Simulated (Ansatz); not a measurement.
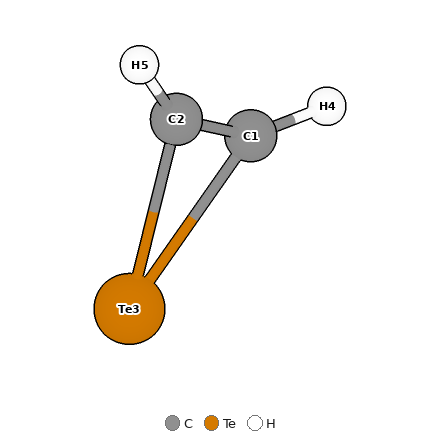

The system is C₂H₂Te (SMILES C1=C[Te]1) with the probe H2O; the picture shows it without the atoms that are moved over the map. The probe is moved over a plane parallel to the molecule's main plane, 3.10 Å above it. The first coordinate is: x of the probe's O atom; the second: y of the probe's O atom. Nothing is relaxed (molecule and probe rigid, the probe upright with O nearest the plane). The grid has 19 × 19 points; 190 points were computed and 171 follow by symmetry. All energies are given in cm⁻¹ relative to the lowest grid point. Level of theory: RHF/def2-SVPD in Ansatz.

Range: x of the probe's O atom from −2.97 to 2.97 Å; y of the probe's O atom from −2.97 to 2.97 Å.

### What landscape does the calculation give?

The lowest grid point is at x of the probe's O atom = 1.98 Å, y of the probe's O atom = −2.31 Å; the map holds 2 wells of about this depth. No other kind of well shows on this grid. The highest grid point, x of the probe's O atom = −1.65 Å, y of the probe's O atom = 0.00 Å, lies 4182 cm⁻¹ above the lowest. On the interpolated surface the easiest way out of the lowest well to a well of about the same depth near x of the probe's O atom = 1.98 Å, y of the probe's O atom = 2.31 Å passes a barrier of about 103 cm⁻¹. Near the minimum the curvatures are about 0.018 and 0.038 eV/Å² along the soft and the stiff direction.

```csv
"y of the probe's O atom ↓, x of the probe's O atom →",−2.64,−1.98,−1.32,−0.66,0.00,0.66,1.32,1.98,2.64
2.97,779,856,818,644,397,181,60,45,106
2.31,1004,1210,1186,897,509,203,39,0,54
1.65,1415,1894,1902,1379,755,345,132,39,50
0.99,1997,2914,2952,2041,1096,583,315,135,79
0.33,2479,3789,3841,2574,1374,796,477,217,104
−0.33,2479,3789,3841,2574,1374,796,477,217,104
−0.99,1997,2914,2952,2041,1096,583,315,135,79
−1.65,1415,1894,1902,1379,755,345,132,39,50
−2.31,1004,1210,1186,897,509,203,39,0,54
−2.97,779,856,818,644,397,181,60,45,106
```

The table holds every second grid line.

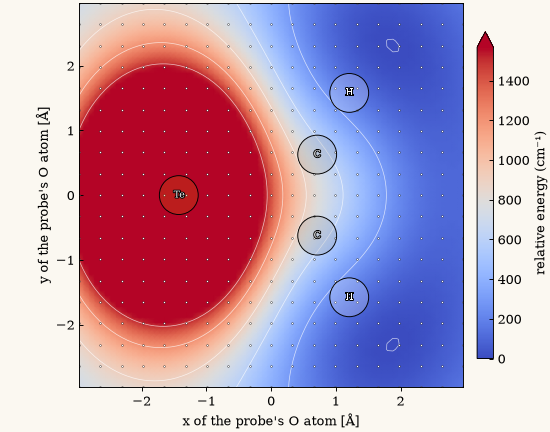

The picture shows a smooth colour map with a few white contour lines, dots at the grid points, labelled circles for the molecule's atoms, projected on the plane, one colour for all values above the top of the scale. Between grid points the surface is interpolated.

Each point was launched as `ansatz run input.yaml --threads 1 --pin off --max-ram 2560MiB --backend cpu --events-out ev --progress --plain --runs-dir out`. The whole map (190 points run) took 23 min on 1 thread of Arm Neoverse N1, on a shared host.
